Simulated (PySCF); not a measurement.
Input

```
{"job": {"kind": "nmr", "xc": "PBE0", "basis": "pcSseg-1"}, "charge": 0, "multiplicity": 1}
C     -1.603946    -0.849876     0.696961
C     -0.774394    -0.596291    -0.561171
C     -1.536924    -1.068295    -1.796983
Si    -0.272545     1.236563    -0.725498
N      0.492989     1.802653     0.745612
B      1.589022     1.333499     1.476001
Si     2.630930    -0.235707     0.938316
H     -2.543748    -0.301472     0.654726
H     -1.061750    -0.536754     1.587034
H     -1.836380    -1.909855     0.795592
H      0.135569    -1.200366    -0.482782
H     -0.943366    -0.923914    -2.696401
H     -2.465300    -0.512334    -1.911342
H     -1.784243    -2.126010    -1.716781
H      0.641273     1.431035    -1.857367
H     -1.457833     2.095212    -0.865840
H      0.045096     2.630062     1.113802
H      1.856033     1.939781     2.455045
H      4.028894    -0.220372     1.407639
H      2.103310    -1.514435     1.456525
H      2.748392    -0.456180    -0.516625
```

Launched as:

```sh
OMP_NUM_THREADS=1 python probes_run.py task.json out
```

Geometry: GFN2-xTB.

Method: PySCF 2.14.0, PBE0/pcSseg-1, SCF density, gas phase, non-relativistic.

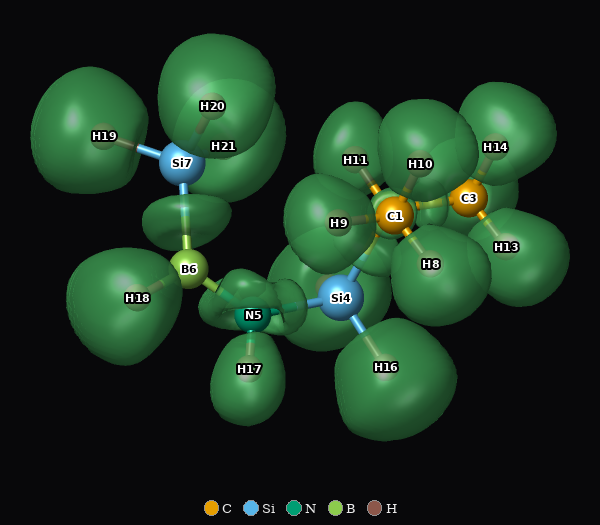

C3H14BNSi2 (SMILES CC(C)[SiH2]NB[SiH3]). Isosurface of the electron localisation function at 0.8 (green), seen across its widest extent. Core shells and regions of very low density are left out.

Question: Where are the electrons localised?

Answer: At this value the surface marks out one region between bonded B–Si atoms (shared pairs), two regions between bonded C–C atoms (shared pairs), one region between bonded C–Si atoms (shared pairs), 14 regions around hydrogen nuclei and one region on N in which the atom's valence shell and bonds are merged.

Values along the shortest contacts:
B–N (1.40 Å): the ELF peaks at about 0.90 between the atoms (a polar covalent bond). C–C (1.53 Å): the ELF peaks at about 0.95 between the atoms, as expected for a covalent bond.
